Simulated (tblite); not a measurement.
Run report: C$_{4}$H$_{9}$FGeO, geometry relaxation

- system: C$_{4}$H$_{9}$FGeO
- method: GFN2-xTB geometry optimisation, gas phase (tblite 0.8.0)

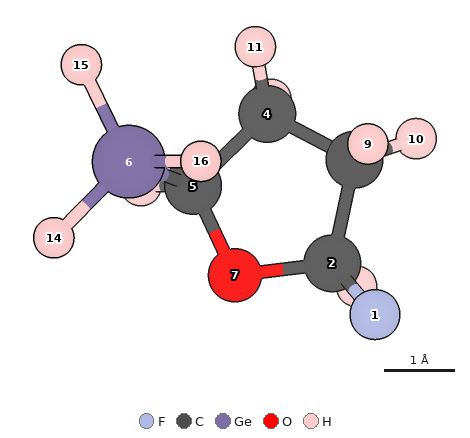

**Figure 1.** The structure as given in the input (ball-and-stick view, seen at a tilt; atoms are numbered from 1 in the order of the input). Sticks mark near contacts. Bond lengths as drawn: C–C 1.48 to 1.53 Å, C–F 1.37 Å, C–Ge 1.95 Å, C–H 1.10 to 1.13 Å, C–O 1.41 to 1.42 Å and Ge–H 1.55 Å.

### Results in brief

| quantity | value |
| --- | --- |
| outcome | converged |
| total energy | −649.9588 eV |
| hardware | 1 CPU thread, shared host |
| wall time | 0.66 s |
| peak memory | 1.1 GiB |

### The input
```
{"job": {"xc": "GFN2-xTB", "basis": "xTB", "kind": "relax"}, "charge": 0, "multiplicity": 1}
F     -1.802900     1.693500    -1.091900
C     -1.590200     0.445600    -0.565300
C     -1.101000     0.554600     0.881100
C     -0.163000    -0.584300     0.997000
C      0.320400    -0.800400    -0.413400
Ge     2.059700     0.037800    -0.707400
O     -0.606500    -0.226600    -1.320700
H     -2.524900    -0.137600    -0.588900
H     -0.558200     1.512500     1.028500
H     -1.955500     0.483400     1.605400
H      0.654600    -0.376200     1.722700
H     -0.719400    -1.498000     1.349000
H      0.416300    -1.883100    -0.624000
H      2.516100    -0.189500    -2.173800
H      3.098400    -0.582500     0.261800
H      1.948700     1.559900    -0.413000
```

The first line tells a small driver script what to run in tblite; the rest is the geometry in Å.

Run as:
```bash
OMP_NUM_THREADS=1 python <driver script> task.json out
```

### Log
```
step      E/eV     max force
  0    -649.42623    2.101
  1    -649.56453    0.794
  2    -649.61120    0.413
  3    -649.64487    0.322
  4    -649.65427    0.325
  5    -649.66366    0.235
  6    -649.66968    0.250
  7    -649.67539    0.195
  8    -649.67909    0.166
  9    -649.68192    0.124
 10    -649.68434    0.147
 11    -649.68692    0.148
 12    -649.68940    0.114
 13    -649.69150    0.116
 14    -649.69329    0.110
 15    -649.69516    0.104
 16    -649.69735    0.128
 17    -649.69975    0.133
 18    -649.70218    0.159
 19    -649.70492    0.175
 20    -649.70879    0.163
 21    -649.71448    0.206
 22    -649.72174    0.269
 23    -649.73016    0.272
 24    -649.73820    0.256
 25    -649.74530    0.242
 26    -649.75143    0.286
 27    -649.75564    0.260
 28    -649.76159    0.187
 29    -649.76760    0.231
 30    -649.77470    0.211
 31    -649.78612    0.273
 32    -649.79965    0.272
 33    -649.81059    0.362
 34    -649.81174    0.749
 35    -649.82950    0.250
 36    -649.83933    0.184
 37    -649.85062    0.276
 38    -649.85727    0.182
 39    -649.86342    0.177
 40    -649.87124    0.206
 41    -649.87827    0.186
 42    -649.88440    0.192
 43    -649.88840    0.188
 44    -649.89218    0.138
 45    -649.89557    0.139
 46    -649.89782    0.119
 47    -649.89900    0.110
 48    -649.89993    0.111
 49    -649.90126    0.111
 50    -649.90307    0.167
 51    -649.90476    0.145
 52    -649.90581    0.071
 53    -649.90657    0.072
 54    -649.90753    0.097
 55    -649.90905    0.156
 56    -649.91126    0.174
 57    -649.91395    0.150
 58    -649.91697    0.158
 59    -649.92037    0.145
 60    -649.92472    0.237
 61    -649.93017    0.213
 62    -649.93648    0.157
 63    -649.94100    0.143
 64    -649.94443    0.242
 65    -649.94729    0.220
 66    -649.95026    0.104
 67    -649.95178    0.060
 68    -649.95218    0.057
 69    -649.95276    0.050
 70    -649.95319    0.042
 71    -649.95358    0.042
 72    -649.95383    0.030
 73    -649.95383    0.030
 74    -649.95391    0.023
 75    -649.95408    0.024
 76    -649.95415    0.029
 77    -649.95432    0.029
 78    -649.95446    0.028
 79    -649.95463    0.032
 80    -649.95479    0.032
 81    -649.95499    0.037
 82    -649.95521    0.039
 83    -649.95547    0.057
 84    -649.95574    0.062
 85    -649.95598    0.045
 86    -649.95619    0.032
 87    -649.95636    0.034
 88    -649.95652    0.041
 89    -649.95669    0.038
 90    -649.95686    0.031
 91    -649.95704    0.033
 92    -649.95724    0.047
 93    -649.95745    0.049
 94    -649.95767    0.035
 95    -649.95785    0.032
 96    -649.95798    0.029
 97    -649.95806    0.018
 98    -649.95811    0.017
 99    -649.95814    0.014
100    -649.95817    0.012
101    -649.95819    0.015
102    -649.95821    0.011
103    -649.95823    0.013
104    -649.95825    0.014
105    -649.95828    0.014
106    -649.95832    0.016
107    -649.95836    0.016
108    -649.95839    0.012
109    -649.95842    0.012
110    -649.95844    0.012
111    -649.95847    0.013
112    -649.95850    0.015
113    -649.95853    0.013
114    -649.95855    0.012
115    -649.95857    0.011
116    -649.95857    0.009
117    -649.95858    0.008
118    -649.95859    0.011
119    -649.95860    0.009
120    -649.95861    0.005
121    -649.95861    0.005
122    -649.95862    0.005
123    -649.95862    0.008
124    -649.95863    0.009
125    -649.95865    0.009
126    -649.95866    0.008
127    -649.95867    0.007
128    -649.95867    0.006
129    -649.95868    0.006
130    -649.95869    0.007
131    -649.95869    0.006
132    -649.95870    0.005
133    -649.95870    0.006
134    -649.95871    0.005
135    -649.95871    0.006
136    -649.95872    0.007
137    -649.95872    0.006
138    -649.95873    0.006
139    -649.95874    0.007
140    -649.95874    0.005
141    -649.95875    0.005
142    -649.95875    0.007
143    -649.95876    0.006
144    -649.95876    0.006
145    -649.95877    0.005
146    -649.95877    0.005
147    -649.95877    0.007
148    -649.95878    0.008
149    -649.95878    0.006
150    -649.95879    0.004
```

### Trajectory as extended XYZ (Å, eV, eV/Å), 12 frames, from step=0 to step=150
```
16
Properties=species:S:1:pos:R:3:forces:R:3 step=0 energy=-649.42623
F    -1.8029    1.6935   -1.0919   -0.0710  -0.4140  -0.0430
C    -1.5902    0.4456   -0.5653    0.3450  -0.1900  -0.0880
C    -1.1010    0.5546    0.8811   -0.9100   1.2140   0.5760
C    -0.1630   -0.5843    0.9970    0.0680  -1.6510   1.2970
C     0.3204   -0.8004   -0.4134    0.7500  -0.7420  -0.2050
Ge    2.0597    0.0378   -0.7074    1.0170   0.6550  -0.4340
O    -0.6065   -0.2266   -1.3207   -0.8110   0.4630   0.6000
H    -2.5249   -0.1376   -0.5889   -0.1870   0.3230  -0.3650
H    -0.5582    1.5125    1.0285   -0.4610  -0.3640  -0.1770
H    -1.9555    0.4834    1.6054    0.7320   0.2800  -0.6260
H     0.6546   -0.3762    1.7227   -0.3910  -0.2490  -0.4720
H    -0.7194   -1.4980    1.3490    0.4950   0.6440  -0.1370
H     0.4163   -1.8831   -0.6240   -0.2560   0.2570  -0.0870
H     2.5161   -0.1895   -2.1738   -0.1450   0.2020   0.7250
H     3.0984   -0.5825    0.2618   -0.3210   0.2730  -0.3870
H     1.9487    1.5599   -0.4130    0.1460  -0.7010  -0.1780
16
Properties=species:S:1:pos:R:3:forces:R:3 step=13 energy=-649.69150
F    -1.7666    1.6772   -1.1043    0.0260  -0.0420   0.0290
C    -1.6090    0.4289   -0.5466    0.0640  -0.0710  -0.0440
C    -1.1262    0.5518    0.8989    0.0120   0.0200   0.0140
C    -0.1819   -0.6347    1.0421    0.0210  -0.0640   0.0220
C     0.3369   -0.8240   -0.3866    0.0540  -0.0180   0.0270
Ge    2.0977    0.0659   -0.7261   -0.0840  -0.0220   0.0100
O    -0.6497   -0.2617   -1.2615    0.0160  -0.0630  -0.0220
H    -2.5851   -0.0728   -0.6556   -0.0580   0.0970   0.0240
H    -0.5844    1.4960    0.9764    0.0410   0.0060   0.0370
H    -1.9445    0.5497    1.6151    0.0010  -0.0140  -0.0190
H     0.6325   -0.4406    1.7420   -0.0260   0.0490  -0.0170
H    -0.7161   -1.5210    1.3923   -0.0590   0.0180  -0.0770
H     0.4008   -1.8880   -0.6480    0.0400   0.0530   0.0430
H     2.5469   -0.1283   -2.1339   -0.0270   0.0080   0.0070
H     3.1336   -0.5189    0.1935   -0.0220   0.0270  -0.0360
H     2.0074    1.5296   -0.4506    0.0000   0.0150   0.0030
16
Properties=species:S:1:pos:R:3:forces:R:3 step=27 energy=-649.75564
F    -1.4346    1.6258   -1.2053    0.1750   0.0850  -0.0050
C    -1.5512    0.4076   -0.5597   -0.0970   0.1540   0.1850
C    -1.0977    0.5499    0.9047    0.0090  -0.1220  -0.0520
C    -0.2138   -0.6835    1.0709    0.0360   0.0240  -0.0010
C     0.3437   -0.8517   -0.3378   -0.0280  -0.0370   0.0280
Ge    2.0105    0.1675   -0.7536    0.0150   0.0080   0.0720
O    -0.7639   -0.5271   -1.1820    0.0240   0.0530  -0.0370
H    -2.6113    0.1414   -0.6628   -0.0410  -0.0690  -0.0860
H    -0.5239    1.4767    1.0102   -0.0190  -0.1400  -0.0540
H    -1.9383    0.5726    1.5965    0.0320   0.0080  -0.0540
H     0.5576   -0.5694    1.8243    0.1620   0.1300   0.0710
H    -0.8116   -1.5573    1.3329   -0.1290  -0.0010   0.0140
H     0.5746   -1.8927   -0.5611    0.0100  -0.2190   0.0050
H     2.3913   -0.0562   -2.1783   -0.0340   0.0670   0.0140
H     3.0969   -0.4264    0.1070   -0.0680   0.0650  -0.0580
H     1.9640    1.6317   -0.4587   -0.0470  -0.0060  -0.0410
16
Properties=species:S:1:pos:R:3:forces:R:3 step=40 energy=-649.87124
F    -0.8079    1.5022   -1.2216    0.0680   0.0750  -0.1250
C    -1.3977    0.4030   -0.5847    0.0050   0.0840  -0.0440
C    -1.0571    0.5102    0.9097   -0.0110  -0.0370   0.0110
C    -0.2297   -0.7522    1.1338    0.0230  -0.0880   0.0540
C     0.3104   -0.9776   -0.2729    0.0680   0.0430   0.0370
Ge    1.7981    0.2608   -0.7732    0.0560   0.0140  -0.1120
O    -0.8389   -0.7330   -1.0825    0.0100  -0.0780  -0.0590
H    -2.4496    0.4366   -0.8682   -0.1810   0.0720   0.0670
H    -0.4371    1.3980    1.0461   -0.0890   0.0160   0.0600
H    -1.9357    0.5762    1.5453   -0.0380  -0.0100  -0.0300
H     0.5456   -0.6338    1.8883    0.0460   0.0440  -0.0370
H    -0.8774   -1.5839    1.4170   -0.0100  -0.0440   0.0420
H     0.6221   -2.0065   -0.4699   -0.0390   0.0290   0.0440
H     2.0793    0.1305   -2.2282   -0.0010  -0.0550  -0.0460
H     2.9773   -0.2422   -0.0066    0.1880  -0.0150   0.0220
H     1.6908    1.7205   -0.4854   -0.0940  -0.0490   0.1130
16
Properties=species:S:1:pos:R:3:forces:R:3 step=54 energy=-649.90753
F    -0.7631    1.5153   -1.2301   -0.0020   0.0130  -0.0090
C    -1.3812    0.4271   -0.5986   -0.0120  -0.0150  -0.0070
C    -1.0794    0.5085    0.9064   -0.0230  -0.0210   0.0000
C    -0.2119   -0.7322    1.1356   -0.0030   0.0110   0.0120
C     0.3110   -0.9884   -0.2743    0.0090   0.0120   0.0350
Ge    1.8227    0.2202   -0.7848    0.0480  -0.0460   0.0620
O    -0.8350   -0.7201   -1.0906    0.0390  -0.0140  -0.0040
H    -2.4386    0.4898   -0.8740    0.0030   0.0120  -0.0360
H    -0.5309    1.4305    1.1019    0.0010  -0.0310   0.0140
H    -1.9905    0.5063    1.4995   -0.0120  -0.0140   0.0070
H     0.5909   -0.5747    1.8543   -0.0160   0.0440   0.0090
H    -0.8330   -1.5677    1.4676    0.0410  -0.0040   0.0110
H     0.5817   -2.0310   -0.4524   -0.0260   0.0060   0.0080
H     2.0632    0.1164   -2.2466   -0.0170   0.0370  -0.0740
H     3.0729   -0.2308   -0.0724   -0.0810  -0.0330  -0.0410
H     1.6136    1.6398   -0.3945    0.0520   0.0420   0.0120
16
Properties=species:S:1:pos:R:3:forces:R:3 step=68 energy=-649.95218
F    -0.5757    1.4854   -1.1502   -0.0110   0.0560   0.0050
C    -1.3512    0.4332   -0.6279    0.0350  -0.0050  -0.0150
C    -1.2284    0.4653    0.9001    0.0060  -0.0100  -0.0360
C    -0.1791   -0.6207    1.1746   -0.0010   0.0020   0.0040
C     0.3162   -0.9715   -0.2310    0.0070  -0.0040   0.0050
Ge    1.8543    0.1628   -0.8293   -0.0150   0.0390  -0.0140
O    -0.8204   -0.7358   -1.0698    0.0050  -0.0200   0.0000
H    -2.3548    0.5798   -1.0367   -0.0060  -0.0130   0.0020
H    -0.9009    1.4519    1.2236   -0.0160  -0.0040  -0.0240
H    -2.1874    0.2352    1.3603    0.0100   0.0210   0.0100
H     0.6310   -0.2629    1.8075    0.0330   0.0070   0.0260
H    -0.6332   -1.4912    1.6473   -0.0390  -0.0150   0.0340
H     0.5565   -2.0303   -0.3338    0.0140  -0.0130  -0.0290
H     1.8646    0.3270   -2.3098   -0.0260  -0.0160   0.0300
H     3.1258   -0.5203   -0.4097    0.0170  -0.0330  -0.0200
H     1.8750    1.5008   -0.1682   -0.0120   0.0080   0.0230
16
Properties=species:S:1:pos:R:3:forces:R:3 step=81 energy=-649.95499
F    -0.5797    1.4950   -1.1519    0.0070  -0.0070   0.0010
C    -1.3462    0.4321   -0.6355    0.0000  -0.0140   0.0300
C    -1.2287    0.4654    0.8928    0.0180  -0.0040   0.0290
C    -0.1801   -0.6190    1.1786    0.0030  -0.0140   0.0000
C     0.3221   -0.9723   -0.2244    0.0000  -0.0110   0.0100
Ge    1.8562    0.1662   -0.8236   -0.0170  -0.0200   0.0170
O    -0.8082   -0.7349   -1.0735    0.0150   0.0070   0.0070
H    -2.3507    0.5710   -1.0465    0.0130  -0.0120   0.0050
H    -0.9022    1.4525    1.2143   -0.0110   0.0160  -0.0180
H    -2.1856    0.2358    1.3573   -0.0080   0.0290  -0.0220
H     0.6298   -0.2600    1.8143   -0.0190   0.0000  -0.0110
H    -0.6397   -1.4852    1.6575   -0.0030   0.0060  -0.0130
H     0.5609   -2.0316   -0.3289    0.0140   0.0000  -0.0140
H     1.8293    0.3335   -2.3005   -0.0080   0.0210  -0.0130
H     3.1334   -0.5328   -0.4433   -0.0030   0.0030  -0.0100
H     1.8819    1.4933   -0.1397    0.0010  -0.0020   0.0020
16
Properties=species:S:1:pos:R:3:forces:R:3 step=95 energy=-649.95785
F    -0.5728    1.4771   -1.1713   -0.0140   0.0000  -0.0030
C    -1.3366    0.4176   -0.6407    0.0060  -0.0120  -0.0100
C    -1.2165    0.4742    0.8857   -0.0030   0.0210   0.0020
C    -0.1919   -0.6279    1.1877   -0.0080   0.0050   0.0010
C     0.3303   -0.9804   -0.2072    0.0040  -0.0030  -0.0110
Ge    1.8492    0.1727   -0.8180    0.0130   0.0170   0.0010
O    -0.7949   -0.7519   -1.0654   -0.0070  -0.0250  -0.0100
H    -2.3414    0.5463   -1.0536    0.0090   0.0040   0.0010
H    -0.8650    1.4603    1.1814    0.0120   0.0270   0.0120
H    -2.1805    0.2858    1.3533    0.0030  -0.0120   0.0120
H     0.6081   -0.2861    1.8437    0.0030   0.0070  -0.0050
H    -0.6777   -1.4886    1.6494   -0.0020  -0.0130  -0.0080
H     0.5804   -2.0370   -0.3101    0.0000  -0.0110   0.0010
H     1.7694    0.3933   -2.2877    0.0070  -0.0040   0.0210
H     3.1463   -0.5266   -0.5056   -0.0300   0.0110  -0.0050
H     1.8861    1.4802   -0.0943    0.0070  -0.0120   0.0010
16
Properties=species:S:1:pos:R:3:forces:R:3 step=109 energy=-649.95842
F    -0.5785    1.4673   -1.1852   -0.0110  -0.0020   0.0040
C    -1.3386    0.4108   -0.6429   -0.0010   0.0080   0.0000
C    -1.2102    0.4799    0.8834    0.0000   0.0000  -0.0090
C    -0.1922   -0.6282    1.1863   -0.0020   0.0020  -0.0030
C     0.3302   -0.9816   -0.2082    0.0000  -0.0050   0.0010
Ge    1.8456    0.1790   -0.8143   -0.0090  -0.0060  -0.0020
O    -0.7988   -0.7614   -1.0632    0.0020   0.0060   0.0010
H    -2.3455    0.5369   -1.0509    0.0000   0.0020  -0.0020
H    -0.8508    1.4669    1.1701    0.0050  -0.0070  -0.0010
H    -2.1719    0.2989    1.3592    0.0070   0.0040   0.0010
H     0.6089   -0.2929    1.8442   -0.0040   0.0020   0.0020
H    -0.6852   -1.4885    1.6419    0.0040   0.0000   0.0050
H     0.5851   -2.0373   -0.3083    0.0050  -0.0070  -0.0010
H     1.7667    0.4118   -2.2811    0.0060   0.0060   0.0090
H     3.1376   -0.5288   -0.5105    0.0030   0.0010   0.0010
H     1.8901    1.4762   -0.0737   -0.0060  -0.0030  -0.0060
16
Properties=species:S:1:pos:R:3:forces:R:3 step=122 energy=-649.95862
F    -0.5877    1.4650   -1.1926    0.0030   0.0030  -0.0030
C    -1.3414    0.4081   -0.6442   -0.0010  -0.0030   0.0000
C    -1.2055    0.4822    0.8811    0.0020   0.0000   0.0030
C    -0.1922   -0.6296    1.1846    0.0020  -0.0020   0.0000
C     0.3291   -0.9845   -0.2098   -0.0010  -0.0010  -0.0010
Ge    1.8439    0.1790   -0.8115   -0.0010  -0.0020   0.0020
O    -0.8003   -0.7640   -1.0641   -0.0020  -0.0020   0.0000
H    -2.3507    0.5293   -1.0478   -0.0010   0.0030  -0.0010
H    -0.8361    1.4673    1.1609    0.0010   0.0030  -0.0010
H    -2.1650    0.3113    1.3643   -0.0010   0.0000   0.0000
H     0.6092   -0.2954    1.8426    0.0010  -0.0030   0.0010
H    -0.6869   -1.4883    1.6415   -0.0010   0.0010  -0.0010
H     0.5841   -2.0404   -0.3100    0.0030   0.0010   0.0000
H     1.7726    0.4250   -2.2759   -0.0010  -0.0020  -0.0010
H     3.1363   -0.5285   -0.5077    0.0000   0.0050   0.0020
H     1.8832    1.4725   -0.0643   -0.0030  -0.0010  -0.0010
16
Properties=species:S:1:pos:R:3:forces:R:3 step=136 energy=-649.95872
F    -0.5876    1.4625   -1.1978   -0.0060   0.0000   0.0040
C    -1.3411    0.4077   -0.6441    0.0010  -0.0010   0.0000
C    -1.1999    0.4840    0.8808    0.0010   0.0000  -0.0030
C    -0.1919   -0.6330    1.1833   -0.0010   0.0010   0.0010
C     0.3279   -0.9874   -0.2116   -0.0020   0.0030   0.0000
Ge    1.8407    0.1803   -0.8101   -0.0010   0.0010   0.0000
O    -0.8028   -0.7658   -1.0640   -0.0010  -0.0020   0.0010
H    -2.3517    0.5306   -1.0439    0.0040  -0.0020  -0.0020
H    -0.8241    1.4678    1.1572   -0.0010  -0.0020   0.0000
H    -2.1589    0.3191    1.3674    0.0030   0.0040  -0.0020
H     0.6108   -0.3035    1.8422    0.0010  -0.0040   0.0020
H    -0.6915   -1.4896    1.6385    0.0010  -0.0020  -0.0010
H     0.5838   -2.0430   -0.3133   -0.0020   0.0050   0.0010
H     1.7748    0.4220   -2.2757    0.0010  -0.0010   0.0010
H     3.1357   -0.5179   -0.4969    0.0000  -0.0010   0.0010
H     1.8682    1.4752   -0.0651    0.0020   0.0010  -0.0030
16
Properties=species:S:1:pos:R:3:forces:R:3 step=150 energy=-649.95879
F    -0.5926    1.4629   -1.2001    0.0020  -0.0010  -0.0010
C    -1.3417    0.4068   -0.6436   -0.0020   0.0000   0.0010
C    -1.1961    0.4853    0.8811    0.0020   0.0000   0.0010
C    -0.1938   -0.6367    1.1829    0.0010  -0.0020   0.0000
C     0.3282   -0.9871   -0.2119    0.0030   0.0020   0.0000
Ge    1.8395    0.1831   -0.8088    0.0010   0.0000   0.0000
O    -0.8025   -0.7661   -1.0642    0.0000   0.0010   0.0020
H    -2.3534    0.5270   -1.0412   -0.0040   0.0000   0.0000
H    -0.8124    1.4672    1.1535    0.0000   0.0010   0.0000
H    -2.1542    0.3289    1.3720    0.0010   0.0000  -0.0030
H     0.6084   -0.3144    1.8460   -0.0010   0.0020   0.0010
H    -0.6985   -1.4936    1.6322   -0.0010  -0.0010  -0.0010
H     0.5864   -2.0419   -0.3152   -0.0020   0.0010  -0.0010
H     1.7766    0.4165   -2.2759    0.0010   0.0000   0.0020
H     3.1346   -0.5117   -0.4882   -0.0010   0.0010  -0.0010
H     1.8641    1.4826   -0.0716    0.0000  -0.0020  -0.0020
```
